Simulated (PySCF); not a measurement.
C$_{4}$H$_{12}$Si, SMILES `C[Si](C)(C)C`.

Level of theory: LDA (SVWN)/cc-pVDZ (PySCF), at a geometry from GFN2-xTB. No frequency check shows the geometry to be a minimum.

Cartesian coordinates (Å):

```
C1      -1.3548   -0.0683    1.3427
Si2      0.0004   -0.0002   -0.0000
C3       0.1648   -1.7117   -0.8294
C4       1.6643    0.4818    0.8024
C5      -0.4725    1.2996   -1.3162
H6      -2.3151   -0.3523    0.9214
H7      -1.1221   -0.8108    2.1017
H8      -1.4825    0.8936    1.8268
H9      -0.7654   -2.0121   -1.3040
H10      0.4214   -2.4793   -0.1047
H11      0.9365   -1.7111   -1.5912
H12      2.4626    0.5182    0.0663
H13      1.9597   -0.2301    1.5631
H14      1.6100    1.4570    1.2733
H15     -0.5857    2.2859   -0.8757
H16     -1.4239    1.0612   -1.7835
H17      0.2880    1.3732   -2.0899
```

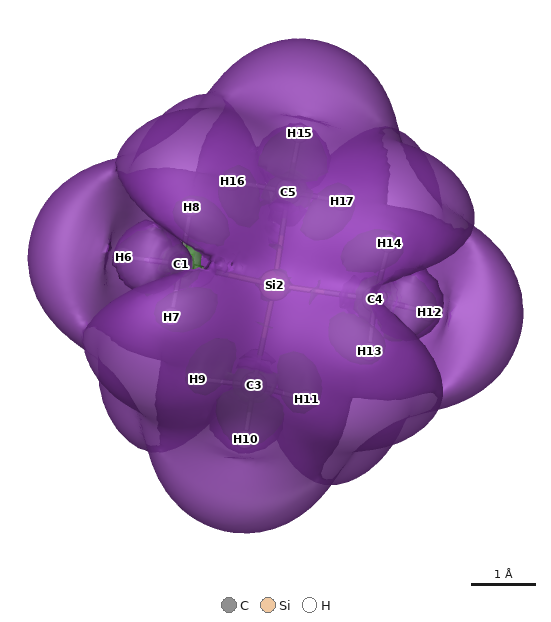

Fukui function f⁺ = ρ(N+1) − ρ(N) at fixed geometry, surfaces at ±0.004 e/Å³ (purple positive, green negative).

> Which atoms respond most to the addition of an electron?

f⁺ (Hirshfeld-condensed) is largest on H6, H7, H8, H9, H10, H11, H12, H13, H14, H15, H16 and H17 (0.06 each), Si2 (0.06) and C1, C3, C4 and C5 (0.04 each); the vertical electron affinity is −2.44 eV (the stability of the anion's solution wasn't checked; negative, but this basis has no diffuse functions, so it doesn't show that the anion is unbound). Condensed values hint at sites of nucleophilic attack but needn't mark the atom that reacts. Shares this close don't rank the sites. Orbital relaxation makes it negative in places (0.08 e in all).

| atom | f⁺ | charge |
| --- | --- | --- |
| C1 | +0.04 | −0.21 |
| Si2 | +0.06 | +0.37 |
| C3 | +0.04 | −0.21 |
| C4 | +0.04 | −0.21 |
| C5 | +0.04 | −0.21 |
| H6 | +0.07 | +0.04 |
| H7 | +0.07 | +0.04 |
| H8 | +0.07 | +0.04 |
| H9 | +0.07 | +0.04 |
| H10 | +0.07 | +0.04 |
| H11 | +0.07 | +0.04 |
| H12 | +0.07 | +0.04 |
| H13 | +0.06 | +0.04 |
| H14 | +0.06 | +0.04 |
| H15 | +0.07 | +0.04 |
| H16 | +0.07 | +0.04 |
| H17 | +0.07 | +0.04 |
